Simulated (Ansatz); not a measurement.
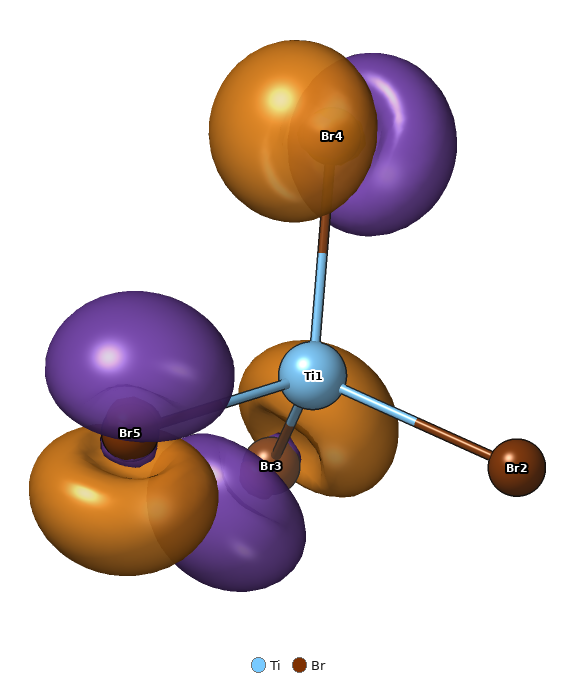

*Br$_{4}$Ti. The HOMO at ±0.15 Å⁻³ᐟ² (orange and purple are the two phases), seen at a tilt.*

Geometry: PBE0-D4/def2-SVP.

All numbers below come from RKS PBE0-D4/def2-TZVP (Ansatz).

Input

```
crystal:
  periodic: [false, false, false]
  atoms:
    - {symbol: Ti, position_ang: [-0.000014, -0.000021, -0.000003]}
    - {symbol: Br, position_ang: [0.009818, -0.014920, 2.306417]}
    - {symbol: Br, position_ang: [2.171279, 0.009875, -0.777983]}
    - {symbol: Br, position_ang: [-1.094705, 1.885740, -0.751966]}
    - {symbol: Br, position_ang: [-1.086369, -1.880673, -0.776464]}
basis:
  gaussian: {orbitals: def2-TZVP, initial_orbitals: start.molden}
hamiltonian: {xc: pbe0, dispersion: d4}
scf: {omitted_lower_state_checks: [starts]}
output: {orbitals: {seedname: orbitals}}
```

Launched as:

```sh
ansatz run in.yaml --threads 2 --pin off --events-out ev --progress --plain --max-ram 20480MiB --backend cpu
```

Q: Describe this orbital and give its energy.

A: By Hirshfeld shares it lies mainly on Br4 (about 30 %), Br3 (about 30 %) and Br5 (about 30 %); largely a combination of lone pairs on Br4, Br3 and Br5. It is one of a degenerate set, so its orientation is arbitrary. Its energy is −8.76 eV.
